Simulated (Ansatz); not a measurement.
**BGeH₄ (doublet): one geometry, many settings at distance Ge1–B2 = 2.779 Å**

Aim: run BGeH₄ (doublet) at one geometry under a spread of methods and options, and see what each costs and gives.

The runs use Ansatz 0.2.0, Gaussian basis; the settings change from run to run.

19 further runs of the same task are left out: 1 for a mislabelled method, 15 that didn't finish, 3 set aside as unsound or not needed.

### Step 1. What is computed

The geometry derives from a PBE0/def2-TZVP stationary point (not a proven minimum). One bond is set to the value named and the two fragments are kept rigid. No spin-orbit coupling is included. The filled d shell of Ge may be among the frozen orbitals whatever the setting's name suggests; the logs give the count.

6 atoms, charge 0, spin multiplicity 2.

Atoms are counted from 1 here; the program's logs count them from 0.

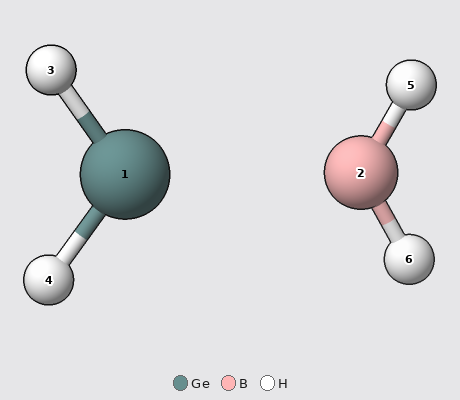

The geometry (germanium teal, boron pink, hydrogen white); atoms are numbered from 1 in the order of the file.

### Step 2. NEVPT2(3,7)/STO-3G

in.yaml

```yaml
crystal:
  periodic: [false, false, false]
  atoms:
    - {symbol: Ge, position_ang: [0.000000, 0.000000, 0.400428]}
    - {symbol: B, position_ang: [0.000000, 0.000000, -2.378572]}
    - {symbol: H, position_ang: [0.000000, 1.255258, 1.285075]}
    - {symbol: H, position_ang: [0.000000, -1.255258, 1.285075]}
    - {symbol: H, position_ang: [0.000000, 1.042369, -2.957981]}
    - {symbol: H, position_ang: [0.000000, -1.042369, -2.957981]}
basis:
  gaussian: {orbitals: STO-3G}
magnetization: {spin_polarized: false, initial_magnetization: 1}
correlation: {method: sc_nevpt2, electrons: all, active_space: {window: {electrons: 3, orbitals: 7}}}
```

Run with:

```
> ansatz run in.yaml --threads 1 --pin off --events-out ev --progress --plain --max-ram 2393MiB
```

Output:

```text
Functional definition: HF
  name "HF"
  cite "Fock, Z. Phys. 61, 126 (1930) doi:10.1007/BF01340294"
  parent pbe
  exchange = exact_x
  correlation = 0
290 factors; integrals over basis functions are off by at most 4.4e-5 eV
mean field evaluation 1: about -56550.4763 eV, gradient 1.5e1 eV
mean field evaluation 2: about -56550.4757 eV, gradient 1.5e1 eV
mean field evaluation 4: about -56551.9135 eV, gradient 3.6e0 eV
mean field evaluation 8: about -56552.0369 eV, gradient 5.1e-2 eV
mean field evaluation 16: about -56550.9768 eV, gradient 2.1e-2 eV
mean field evaluation 32: about -56550.9768 eV, gradient 2.1e-2 eV
mean field -56552.03693779 eV, -2078.2490251166 hartree, gradient 8.3e-7 eV, S^2 0.750000; 4 other end points of the search recorded, 0 dependent functions left out
reference -56552.03693779 eV, -2078.2490251166 hartree; 21, 20 occupied and 6, 7 virtual orbitals, 290 factors
state -56553.26003042 eV, -2078.2939729414 hartree
state -56553.26003042 eV, -2078.2939729414 hartree; corrected -56554.56388126 eV, -2078.3418885760 hartree
WARN: 1 active orbitals are nearly empty or full. The corrections depend on them more than the energy does, and are more stable in an active space without them
Total energy: -56554.56388126 eV, -2078.3418885760 hartree
```

Wall time 2.2 s (1 thread of Arm Neoverse V1, shared host).

From the report: 36 determinants; active occupations 1.84, 0.99, 0.16, 0.01, 0.00, 0.00, 0.00. The report marks this result as in doubt.

### Step 3. CCSD(T) on UHF/def2-mTZVP

Changes to in.yaml since step 2:

```diff
@@ -10,4 +10,5 @@
 basis:
-  gaussian: {orbitals: STO-3G}
-magnetization: {spin_polarized: false, initial_magnetization: 1}
-correlation: {method: sc_nevpt2, electrons: all, active_space: {window: {electrons: 3, orbitals: 7}}}
+  gaussian: {orbitals: def2-mTZVP}
+magnetization: {spin_polarized: true, initial_magnetization: 1}
+correlation: {method: ccsd_t, electrons: outside_noble_gas}
+scf: {omitted_lower_state_checks: [cluster_reference]}
```

Launched as before.

Output, shortened:

```text
Functional definition: HF
  name "HF"
  cite "Fock, Z. Phys. 61, 126 (1930) doi:10.1007/BF01340294"
  parent pbe
[...]
659 factors; integrals over basis functions are off by at most 9.8e-4 eV
[...]
mean field -57205.07629714 eV, -2102.2477789267 hartree, gradient 3.0e-6 eV, S^2 0.985577; 0 other end points of the search recorded, 0 dependent functions left out
15 core orbitals not correlated: weight in the atoms' cores, before any rotation towards them, 0.999 or more for the frozen orbitals, at most 0.000 for the correlated occupied ones
reference -57205.07629714 eV, -2102.2477789267 hartree; 6, 5 occupied and 46, 47 virtual orbitals, 659 factors
second order -3.68129461 eV of doubles, -0.00000000 eV of singles
cycle   1  -4.35937973 eV  change   -6.8e-1 eV  update   8.7e-2
[...]
cycle  15  -4.87504227 eV  change    2.3e-6 eV  update   5.2e-6
perturbative correction -0.17675776 eV, -0.0064957280 hartree
Total energy: -57210.12809718 eV, -2102.4334291537 hartree
Checks for a lower state left out: cluster_reference
```

Run time: 3.4 s. Hardware: 1 thread of Arm Neoverse V1, shared host.

From the report: ⟨S²⟩ of the determinant 0.986 (pure doublet: 0.75); correlation -5.0518 eV; T1 0.053; largest double amplitude 0.13.

### Step 4. MP2 on UHF/cc-pVDZ

Changes to in.yaml since step 3:

```diff
@@ -10,5 +10,5 @@
 basis:
-  gaussian: {orbitals: def2-mTZVP}
+  gaussian: {orbitals: cc-pVDZ, fitting: {mean_field: def2-universal-jkfit}}
 magnetization: {spin_polarized: true, initial_magnetization: 1}
-correlation: {method: ccsd_t, electrons: outside_noble_gas}
-scf: {omitted_lower_state_checks: [cluster_reference]}
+correlation: {method: mp2, electrons: outside_noble_gas}
+output: {forces: true}
```

Launched as before.

Output, shortened:

```text
Functional definition: HF
  name "HF"
  cite "Fock, Z. Phys. 61, 126 (1930) doi:10.1007/BF01340294"
  parent pbe
[...]
413 factors; integrals over basis functions are off by at most 3.7e-1 eV
[...]
mean field -57204.28169743 eV, -2102.2185779259 hartree, gradient 6.6e-6 eV, S^2 0.986536; 0 other end points of the search recorded, 0 dependent functions left out
15 core orbitals not correlated: weight in the atoms' cores, before any rotation towards them, 0.999 or more for the frozen orbitals, at most 0.000 for the correlated occupied ones
reference -57204.28169743 eV, -2102.2185779259 hartree; 6, 5 occupied and 40, 41 virtual orbitals, 413 factors
second order -4.28759243 eV of doubles, -0.00000000 eV of singles
[...]
Total energy: -57208.56928987 eV, -2102.3761440416 hartree
Atom 0 at     0.000000     0.000000     0.400428 Å, force     0.000000     0.000000    -3.322755 eV/Å
Atom 1 at     0.000000     0.000000    -2.378572 Å, force    -0.000000     0.000000     3.069785 eV/Å
Atom 2 at     0.000000     1.255258     1.285075 Å, force    -0.000000     0.146479    -0.214468 eV/Å
Atom 3 at     0.000000    -1.255258     1.285075 Å, force    -0.000000    -0.146479    -0.214468 eV/Å
Atom 4 at     0.000000     1.042369    -2.957981 Å, force    -0.000000     0.353536     0.340954 eV/Å
Atom 5 at     0.000000    -1.042369    -2.957981 Å, force     0.000000    -0.353536     0.340954 eV/Å
Dipole moment:    -0.000000    -0.000000    -0.345148 e Å
```

Run time: 1.5 s. Hardware: 1 thread of Arm Neoverse V1, shared host.

From the report: ⟨S²⟩ of the determinant 0.987 (pure doublet: 0.75).

### Step 5. CCSD(T) on ROHF/def2-SVP

Changes to in.yaml since step 4:

```diff
@@ -10,5 +10,5 @@
 basis:
-  gaussian: {orbitals: cc-pVDZ, fitting: {mean_field: def2-universal-jkfit}}
-magnetization: {spin_polarized: true, initial_magnetization: 1}
-correlation: {method: mp2, electrons: outside_noble_gas}
-output: {forces: true}
+  gaussian: {orbitals: def2-SVP}
+magnetization: {spin_polarized: false, initial_magnetization: 1}
+correlation: {method: ccsd_t, electrons: outside_noble_gas}
+scf: {omitted_lower_state_checks: [cluster_reference]}
```

Launched as before.

Output, shortened:

```text
Functional definition: HF
  name "HF"
  cite "Fock, Z. Phys. 61, 126 (1930) doi:10.1007/BF01340294"
  parent pbe
[...]
670 factors; integrals over basis functions are off by at most 1.2e-3 eV
[...]
mean field -57197.20026000 eV, -2101.9583399000 hartree, gradient 7.6e-7 eV, S^2 0.750000; 3 other end points of the search recorded, 0 dependent functions left out
15 core orbitals not correlated: weight in the atoms' cores, before any rotation towards them, 0.999 or more for the frozen orbitals, at most 0.000 for the correlated occupied ones
reference -57197.20026000 eV, -2101.9583399000 hartree; 6, 5 occupied and 45, 46 virtual orbitals, 670 factors
second order -4.60984271 eV of doubles, -0.05398730 eV of singles
cycle   1  -5.46377906 eV  change   -8.0e-1 eV  update   8.3e-2
[...]
cycle  13  -5.81719116 eV  change    2.0e-6 eV  update   5.7e-6
perturbative correction -0.19091465 eV, -0.0070159841 hartree
Total energy: -57203.20836580 eV, -2102.1791337161 hartree
Checks for a lower state left out: cluster_reference
```

Run time: 3.6 s. Hardware: 1 thread of Arm Neoverse V1, shared host.

From the report: correlation -6.0081 eV; T1 0.030; largest double amplitude 0.14.

### Step 6. MP2 on ROHF/cc-pVDZ

Changes to in.yaml since step 5:

```diff
@@ -10,5 +10,5 @@
 basis:
-  gaussian: {orbitals: def2-SVP}
+  gaussian: {orbitals: cc-pVDZ, point_charges: [{charge: 0.50, position_ang: [2.886, -0.112, 0.883]}]}
 magnetization: {spin_polarized: false, initial_magnetization: 1}
-correlation: {method: ccsd_t, electrons: outside_noble_gas}
-scf: {omitted_lower_state_checks: [cluster_reference]}
+correlation: {method: mp2, electrons: outside_noble_gas}
+output: {forces: true}
```

The command is unchanged.

Output, shortened:

```text
Functional definition: HF
  name "HF"
  cite "Fock, Z. Phys. 61, 126 (1930) doi:10.1007/BF01340294"
  parent pbe
[...]
632 factors; integrals over basis functions are off by at most 1.2e-3 eV
[...]
mean field -57204.35921178 eV, -2102.2214265257 hartree, gradient 2.9e-6 eV, S^2 0.750000; 1 other end points of the search recorded, 0 dependent functions left out
[...]
15 core orbitals not correlated: weight in the atoms' cores, before any rotation towards them, 0.999 or more for the frozen orbitals, at most 0.000 for the correlated occupied ones
reference -57204.35921178 eV, -2102.2214265257 hartree; 6, 5 occupied and 40, 41 virtual orbitals, 632 factors
second order -4.56492549 eV of doubles, -0.05128111 eV of singles
[...]
Total energy: -57208.97541838 eV, -2102.3910689891 hartree
Atom 0 at     0.000000     0.000000     0.400428 Å, force     0.430349     0.005383    -2.673446 eV/Å
Atom 1 at     0.000000     0.000000    -2.378572 Å, force    -0.103676    -0.001218     2.237839 eV/Å
Atom 2 at     0.000000     1.255258     1.285075 Å, force    -0.075824     0.157275    -0.132934 eV/Å
Atom 3 at     0.000000    -1.255258     1.285075 Å, force    -0.080201    -0.170741    -0.126559 eV/Å
Atom 4 at     0.000000     1.042369    -2.957981 Å, force     0.023211     0.376970     0.368441 eV/Å
Atom 5 at     0.000000    -1.042369    -2.957981 Å, force     0.024005    -0.377741     0.366029 eV/Å
Dipole moment:    -0.221567     0.008510    -0.478868 e Å
```

Run time: 3 s. Hardware: 1 thread of Arm Neoverse V1, shared host.

### Step 7. CCSD(T) on ROHF/cc-pVDZ

Changes to in.yaml since step 6:

```diff
@@ -10,5 +10,4 @@
 basis:
-  gaussian: {orbitals: cc-pVDZ, point_charges: [{charge: 0.50, position_ang: [2.886, -0.112, 0.883]}]}
+  gaussian: {orbitals: cc-pVDZ}
 magnetization: {spin_polarized: false, initial_magnetization: 1}
-correlation: {method: mp2, electrons: outside_noble_gas}
-output: {forces: true}
+correlation: {method: ccsd_t, electrons: valence}
```

The command is unchanged.

Output, shortened:

```text
Functional definition: HF
  name "HF"
  cite "Fock, Z. Phys. 61, 126 (1930) doi:10.1007/BF01340294"
  parent pbe
[...]
632 factors; integrals over basis functions are off by at most 1.2e-3 eV
[...]
mean field -57204.06609448 eV, -2102.2106546635 hartree, gradient 6.0e-6 eV, S^2 0.750000; 4 other end points of the search recorded, 0 dependent functions left out
[...]
determinant -57204.06609448 eV, -2102.2106546635 hartree, with singles and doubles -57210.42116919 eV, -2102.4441993515 hartree
determinant -57202.44005038 eV, -2102.1508986451 hartree, with singles and doubles -57208.66931201 eV, -2102.3798197875 hartree
10 core orbitals not correlated: weight in the atoms' cores, before any rotation towards them, 1.000 or more for the frozen orbitals, at most 0.000 for the correlated occupied ones
reference -57204.06609448 eV, -2102.2106546635 hartree; 11, 10 occupied and 40, 41 virtual orbitals, 632 factors
second order -5.13247554 eV of doubles, -0.05563982 eV of singles
cycle   1  -6.35446569 eV  change    6.1e-4 eV  update   2.5e-3
[...]
cycle   9  -6.35518982 eV  change    1.2e-6 eV  update   4.0e-6
perturbative correction -0.21813768 eV, -0.0080164120 hartree
Total energy: -57210.63942198 eV, -2102.4522199935 hartree
```

It took 10 s on 1 thread of Arm Neoverse V1, shared host.

From the report: correlation -6.5733 eV; T1 0.022; largest double amplitude 0.13.

### Step 8. All runs side by side

Where basis and cores are those of an earlier RCCSDT(Q)/cc-pVDZ run (-57210.1744 eV), and the state is the same kind, the miss against it is given. † marks a result that the program doubts.

```
                                      level         correlated  functions  energy (eV)  from RCCSDT(Q) (meV)   time
                       NEVPT2(3,7)/STO-3G †                all         27  -56554.5639                        2.2 s
                  CCSD(T) on UHF/def2-mTZVP  outside noble gas         67  -57210.1281                        3.4 s
                         MP2 on UHF/cc-pVDZ  outside noble gas         61  -57208.5693                1605.1  1.5 s
                   CCSD(T) on ROHF/def2-SVP  outside noble gas         66  -57203.2084                        3.6 s
MP2 on ROHF/cc-pVDZ (beside a point charge)  outside noble gas         61  -57208.9754                          3 s
                    CCSD(T) on ROHF/cc-pVDZ            valence         61  -57210.6394                         10 s
```

### Step 9. Outcome

| quantity | value |
| --- | --- |
| runs | 6 |
| quickest | MP2 on UHF/cc-pVDZ, 1.5 s |
| slowest | CCSD(T) on ROHF/cc-pVDZ, 10 s |

**Reading.** Total energies in different bases, with other cores or another treatment of relativity can't be set against each other. CCSD(T) on ROHF/cc-pVDZ took 7 times as long as MP2 on UHF/cc-pVDZ; the jobs differ in more than the method.
